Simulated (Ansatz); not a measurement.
**WSe2: a one-atom displacement scan**

Aim: for WSe2, measure how stiffly atom 3 (Se) is held.

Method: DFT PBEsol+D3(BJ), scalar-relativistic, plane waves, PAW, in Ansatz 0.2.0.

1 further run of the same task is left out (set aside as unsound or not needed). Runs told in other sessions of the task aren't counted.

## Step 1: Starting point

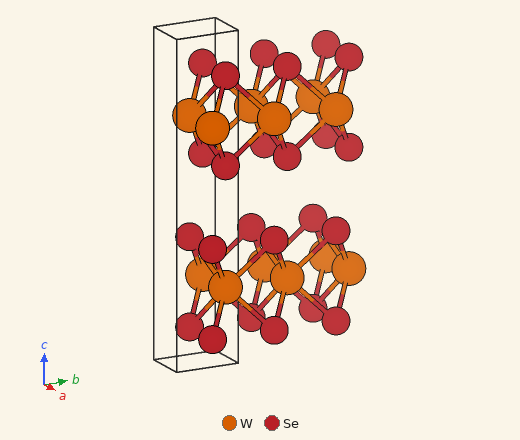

The starting structure, seen slightly off an axis (tungsten orange, selenium red). 2×3×1 cells are drawn.

Coordinates:

```cif
data_structure
_symmetry_space_group_name_H-M 'P 1'
_symmetry_Int_Tables_number 1
_cell_length_a 3.2305
_cell_length_b 3.2305
_cell_length_c 12.4145
_cell_angle_alpha 90.000
_cell_angle_beta 90.000
_cell_angle_gamma 120.000
_cell_volume 112.20
loop_
_atom_site_label
_atom_site_type_symbol
_atom_site_fract_x
_atom_site_fract_y
_atom_site_fract_z
_atom_site_occupancy
W1 W 0.33333 0.66667 0.25000 1
W2 W 0.66667 0.33333 0.75000 1
Se1 Se 0.33333 0.66667 0.61458 1
Se2 Se 0.66667 0.33333 0.11458 1
Se3 Se 0.33333 0.66667 0.88542 1
Se4 Se 0.66667 0.33333 0.38542 1
```

This cell was relaxed beforehand with the same method: volume 18.70 Å³/atom, gap on the mesh 0.71 eV.

## Step 2: The reference cell

Reference values: F = -42216.2839 eV; pressure -0.01 GPa; largest force 0.000 eV/Å; gap on the mesh 0.71 eV. It was computed beforehand with the settings of the runs below.

## Step 3: Next: a one-atom displacement scan

Atom 3 (Se) is moved by x along the Cartesian unit vector (0.707, 0.707, 0.000); the cell and all other atoms stay fixed. Forces below are components along that vector, summed over the moved atoms. In a periodic cell its images move with it.

## Step 4: At x = -0.450 Å

Contents of input.yaml:

```yaml
crystal:
  lattice:
    - [3.2304557819, 0.0, 0.0]
    - [-1.6152278909, 2.7976567729, 0.0]
    - [0.0, 0.0, 12.4145017028]
  atoms:
    - { symbol: W, position: [0.3333333333, 0.6666666667, 0.25] }
    - { symbol: W, position: [0.6666666667, 0.3333333333, 0.75] }
    - { symbol: Se, position: [0.1779652317, 0.5529293224, 0.6145805872] }
    - { symbol: Se, position: [0.6666666667, 0.3333333333, 0.1145805872] }
    - { symbol: Se, position: [0.3333333333, 0.6666666667, 0.8854194128] }
    - { symbol: Se, position: [0.6666666667, 0.3333333333, 0.3854194128] }
basis:
  ecutwfc: 420
kpoints:
  mp_grid: { grid: [12, 12, 4] }
hamiltonian:
  xc: pbesol
  dispersion: d3bj
scf:
  occupations: { method: gaussian, width: 0.05 }
output:
  forces: true
  stress: true
  eigenvalues: true
```

On the command line:

```
$ ansatz run input.yaml --threads 1 --pin off --max-ram 2560MiB --backend cpu --events-out ev --progress --plain --runs-dir out
```

Log, shortened:

```text
Warning: RAYON_NUM_THREADS=1 ignored (pool sized by the plan → 1); use --threads N
[...]
Pseudopotentials: kind: paw
Pseudopotential: W, paw, valence charge 14, recommended cutoff 420 eV (normal), W.paw.azcp
Pseudopotential: Se, paw, valence charge 16, recommended cutoff 420 eV (normal), Se.paw.azcp
Functional definition: PBEsol
[...]
Crystal: 6 atoms, lattice volume = 112.199 Å³
Basis set: ecut = 420 eV, 2249 PW (Γ), exchange–correlation on 48×48×180 points (8 copies of the dense FFT grid, shifted against one another)
Bands: 56, of which v1, the nominal top of the filled ones, is band 46 counted from 1 (45 counted from 0)
Symmetry: 1 space group operations
Space group: P1 (ITA 1), of the structure as read, at distance tolerance 4.8e-5 Å
k-points: 292 of 576 (time reversal used)
[...]
SCF iter   1: F=—  HF=-42215.217896 eV  |F-HF|=—  |Δ(HF+E_count)|=         —  Δρ=5.27e-3  dr2=3.68e-2  ethr=1.77e-3  ⟨swp⟩=6.2  Hψ=57805  notcnv=0  defer=20
[...]
SCF iter   8: F=-42215.219542 eV  HF=-42215.219542 eV  |F-HF|=1.73e-9  |Δ(HF+E_count)|=   6.50e-8  Δρ=4.79e-6  dr2=3.52e-8  ethr=1.09e-10  ⟨swp⟩=8.1  Hψ=62175  notcnv=0
[...]
SCF converged after 8 iterations
Free energy (F): -42215.219542 eV
[...]
E sigma→0 (E₀):  -42215.219542 eV
Fermi energy:    14.752363 eV
[...]
--- Forces (eV/Å), atoms counted from 1 ---
  atom   1  W     -0.04440725    -0.03426982     0.01572570
  atom   2  W     -3.85780360    -2.82849762     2.74261590
  atom   3  Se     4.07481936     2.81874484    -2.80904041
  atom   4  Se     0.01589345     0.01143223    -0.00527648
  atom   5  Se    -0.12675487     0.07870228     0.08634306
  atom   6  Se    -0.06175108    -0.04611326    -0.03033631
[...]
--- Stress (GPa, compression-positive) ---
        3.626778       1.716093      -9.325870
        1.716093      -0.363948      -5.984630
       -9.325871      -5.984631       7.053348
  P = ⅓ Tr σ = 3.4387 GPa (34.387 kbar)
--- Band table (eV; the first three rows and the last of 292) ---
[...]
```

It took 1.7 min on 1 thread of Intel Xeon Platinum 8488C (Sapphire Rapids), shared host; peak memory 1.4 GiB.

## Step 5: At x = 0.300 Å

input.yaml, as its differences from that of step 4:

```diff
@@ -8,3 +8,3 @@
     - { symbol: W, position: [0.6666666667, 0.3333333333, 0.75] }
-    - { symbol: Se, position: [0.1779652317, 0.5529293224, 0.6145805872] }
+    - { symbol: Se, position: [0.4369120678, 0.7424915628, 0.6145805872] }
     - { symbol: Se, position: [0.6666666667, 0.3333333333, 0.1145805872] }
```

On the command line:

```
$ ansatz run input.yaml --threads 1 --pin off --max-ram 2560MiB --backend cpu --events-out ev --progress --plain --runs-dir out
```

Log, shortened:

```text
Warning: RAYON_NUM_THREADS=1 ignored (pool sized by the plan → 1); use --threads N
[...]
Pseudopotentials: kind: paw
Pseudopotential: W, paw, valence charge 14, recommended cutoff 420 eV (normal), W.paw.azcp
Pseudopotential: Se, paw, valence charge 16, recommended cutoff 420 eV (normal), Se.paw.azcp
Functional definition: PBEsol
[...]
Crystal: 6 atoms, lattice volume = 112.199 Å³
Basis set: ecut = 420 eV, 2249 PW (Γ), exchange–correlation on 48×48×180 points (8 copies of the dense FFT grid, shifted against one another)
Bands: 56, of which v1, the nominal top of the filled ones, is band 46 counted from 1 (45 counted from 0)
Symmetry: 1 space group operations
Space group: P1 (ITA 1), of the structure as read, at distance tolerance 4.8e-5 Å
k-points: 292 of 576 (time reversal used)
[...]
SCF iter   1: F=—  HF=-42215.896538 eV  |F-HF|=—  |Δ(HF+E_count)|=         —  Δρ=4.97e-3  dr2=1.71e-2  ethr=1.77e-3  ⟨swp⟩=6.2  Hψ=57768  notcnv=0  defer=17
[...]
SCF iter   8: F=-42215.901608 eV  HF=-42215.901608 eV  |F-HF|=6.69e-9  |Δ(HF+E_count)|=   5.90e-8  Δρ=3.60e-6  dr2=1.75e-8  ethr=1.09e-10  ⟨swp⟩=7.6  Hψ=61108  notcnv=0
[...]
SCF converged after 8 iterations
Free energy (F): -42215.901608 eV
[...]
E sigma→0 (E₀):  -42215.901608 eV
Fermi energy:    14.731843 eV
[...]
--- Forces (eV/Å), atoms counted from 1 ---
  atom   1  W      0.01793067     0.02294001     0.00458268
  atom   2  W      1.53578038     1.98488391     0.84619809
  atom   3  Se    -1.41319431    -1.96564216    -0.88101166
  atom   4  Se    -0.00654440    -0.00847582    -0.00136189
  atom   5  Se    -0.15745998    -0.06392836     0.04178448
  atom   6  Se     0.02348646     0.03022155    -0.01018149
[...]
--- Stress (GPa, compression-positive) ---
       -0.644066      -1.311898       2.696929
       -1.311898       1.821012       4.171982
        2.696929       4.171983       2.228787
  P = ⅓ Tr σ = 1.1352 GPa (11.352 kbar)
--- Band table (eV; the first three rows and the last of 292) ---
[...]
```

Wall time 1.7 min (1 thread of Intel Xeon Platinum 8488C (Sapphire Rapids), shared host); peak memory 1.4 GiB.

## Step 6: Point x = -0.150 Å

input.yaml, as its differences from that of step 5:

```diff
@@ -8,3 +8,3 @@
     - { symbol: W, position: [0.6666666667, 0.3333333333, 0.75] }
-    - { symbol: Se, position: [0.4369120678, 0.7424915628, 0.6145805872] }
+    - { symbol: Se, position: [0.2815439661, 0.6287542186, 0.6145805872] }
     - { symbol: Se, position: [0.6666666667, 0.3333333333, 0.1145805872] }
@@ -25 +25,5 @@
   eigenvalues: true
+  write_density: true
+  write_potential: true
+  elf: true
+  volumetric_format: npy
```

On the command line:

```
$ ansatz run input.yaml --threads 1 --pin off --max-ram 2560MiB --backend cpu --events-out ev --progress --plain --runs-dir out
```

Log, shortened:

```text
Warning: RAYON_NUM_THREADS=1 ignored (pool sized by the plan → 1); use --threads N
[...]
Pseudopotentials: kind: paw
Pseudopotential: W, paw, valence charge 14, recommended cutoff 420 eV (normal), W.paw.azcp
Pseudopotential: Se, paw, valence charge 16, recommended cutoff 420 eV (normal), Se.paw.azcp
Functional definition: PBEsol
[...]
Crystal: 6 atoms, lattice volume = 112.199 Å³
Basis set: ecut = 420 eV, 2249 PW (Γ), exchange–correlation on 48×48×180 points (8 copies of the dense FFT grid, shifted against one another)
Bands: 56, of which v1, the nominal top of the filled ones, is band 46 counted from 1 (45 counted from 0)
Symmetry: 1 space group operations
Space group: P1 (ITA 1), of the structure as read, at distance tolerance 4.8e-5 Å
k-points: 292 of 576 (time reversal used)
[...]
SCF iter   1: F=—  HF=-42216.166685 eV  |F-HF|=—  |Δ(HF+E_count)|=         —  Δρ=4.91e-3  dr2=1.16e-2  ethr=1.77e-3  ⟨swp⟩=6.2  Hψ=57797  notcnv=0  defer=12
[...]
SCF iter   8: F=-42216.172731 eV  HF=-42216.172731 eV  |F-HF|=1.29e-8  |Δ(HF+E_count)|=   6.82e-9  Δρ=3.72e-6  dr2=3.29e-8  ethr=1.09e-10  ⟨swp⟩=11.3  Hψ=105597  notcnv=0
[...]
SCF converged after 8 iterations
Free energy (F): -42216.172731 eV
[...]
E sigma→0 (E₀):  -42216.172731 eV
Fermi energy:    14.735387 eV
[...]
--- Forces (eV/Å), atoms counted from 1 ---
  atom   1  W     -0.01270874    -0.01143138     0.00175931
  atom   2  W     -1.12782990    -1.01353732     0.26690034
  atom   3  Se     1.13905495     0.99887999    -0.27578963
  atom   4  Se     0.00484180     0.00435759    -0.00045216
  atom   5  Se     0.01322543     0.03666303     0.01054293
  atom   6  Se    -0.01658513    -0.01493288    -0.00295196
[...]
--- Stress (GPa, compression-positive) ---
        0.805576       0.616406      -2.489123
        0.616406      -0.452002      -2.115224
       -2.489124      -2.115224       0.669494
  P = ⅓ Tr σ = 0.3410 GPa (3.410 kbar)
--- Band table (eV; the first three rows and the last of 292) ---
[...]
```

Wall time 2.2 min (1 thread of Intel Xeon Platinum 8488C (Sapphire Rapids), shared host); peak memory 1.4 GiB.

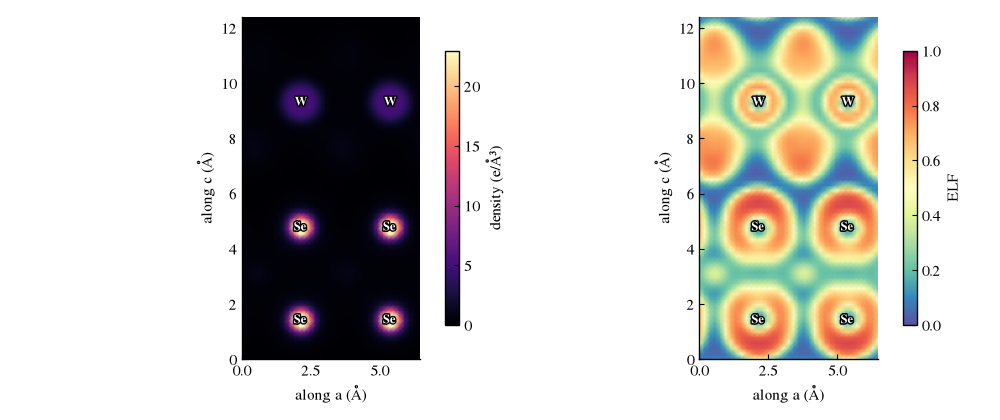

Density (left) and ELF (right) in a lattice plane of the grid's cell (edges 3.23 and 12.41 Å, at 0.333 of the third edge), which holds W and Se. Only atoms in the plane are labelled; the density scale stops at 22.96 e/Å³. Both are smooth fields of the valence electrons: close to the nuclei they are not physical.

The highest ELF values outside the cores: 0.88 beside Se, off the lines to its neighbours, 0.8 Å from Se; 0.80 on the Se–W line, 0.8 Å from Se; 0.51 between the atoms, 1.9 Å from W.

## Step 7: The scan collected

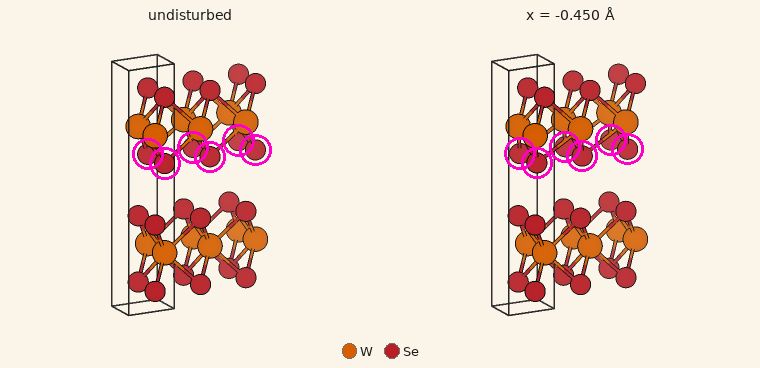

The undisturbed cell and the costliest point of the scan, at one scale, with neighbouring cells. Atom 3 and its images are ringed.

Collected from the runs (energy zero: the undisturbed cell):

```csv
x (Å),ΔE (meV/cell),force on the moved atoms (eV/Å),pressure (GPa),gap on the mesh (eV)
-0.450,1064.4,4.874,3.4,0.67
-0.150,111.2,1.512,0.3,0.68
0.000,0.0,0.000,0.0,0.71
0.300,382.3,-2.389,1.1,0.66
```

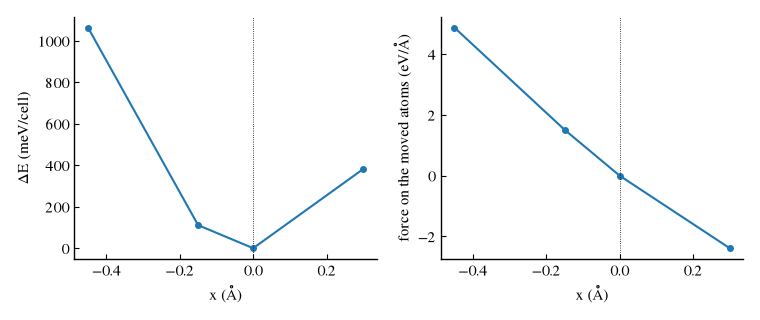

ΔE and force on the moved atoms along the scan.

## Step 8: Outcome

```
                                                        quantity       value
force constant along x, from the points at -0.150, 0 and 0.300 Å  9.37 eV/Å²
```

The restoring force grows by 9.37 eV/Å per Å near the site; for the mass of Se against a rigid frame that is a vibration of about 180 cm⁻¹. The step of 0.30 Å is wide, so anharmonic terms mix in. The undisturbed cell stays the lowest of the sampled points. The gap on the mesh stays between 0.66 and 0.71 eV. These runs have no spin-orbit coupling; with W it would split and shift bands.
